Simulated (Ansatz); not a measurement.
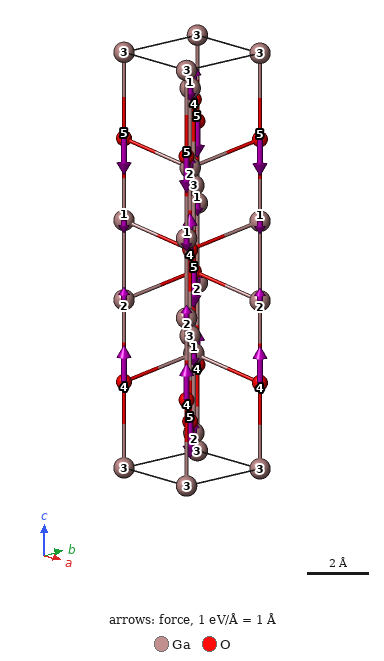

Starting geometry of solid Ga$_{3}$O$_{2}$ (a generated structure, set up in R-3m) (coarse preliminary run) with the computed forces as purple arrows. The picture is a ball-and-stick view of the conventional cell (3 times the calculation's cell), seen slightly off an axis. Lengths and directions refer to the drawn axes.

Level of theory: DFT PBE, scalar-relativistic, plane waves, PAW in Ansatz. Settings: plane-wave cutoff 420 eV; k-point mesh 6 × 6 × 6; occupations gaussian; smearing width 0.1 eV; collinear spin; cell and atoms relaxed; force threshold 0.04 eV/Å; at most 70 steps.

Q: What follows when this structure is relaxed?

A: It isn't relaxed: the largest force vector, on O atoms, is 1.25 eV/Å. The atoms end up moving mostly along the starting forces (cosine between the two patterns 0.97). After 7 accepted moves (8 points after the start) the energy has fallen by 604 meV per atom. The largest force component goes from 1.2 to 0.023 eV/Å. The pressure goes from −7.61 to −0.11 GPa. At 1 point the geometry stayed and the basis and grid were re-selected for the new cell (energy shift of 1.0 meV per atom at most each time). The largest moves relative to the cell, 0.98 Å, are those of O4 and O5. O5 goes along −c. Largest moves by element: O 0.98 Å, Ga 0.11 Å. The volume changes by −3.9 %, with a = b 4.515 → 4.384 Å (−2.9 %), c 13.941 → 14.216 Å (+2.0 %). Among the contacts that change: Ga3–O4 2.884 → 3.916 Å, Ga1–O5 2.752 → 1.943 Å, Ga1–Ga2 2.668 → 2.497 Å, Ga1–O4 2.719 → 2.549 Å. The space group stays R-3m (No. 166). The program noted that the starting moments weren't kept. Cost: 2.3 min on 1 thread of Intel(R) Xeon(R) Platinum 8259CL CPU @ 2.50GHz (Skylake/Cascade Lake), on a shared host, peak memory 0.5 GiB.
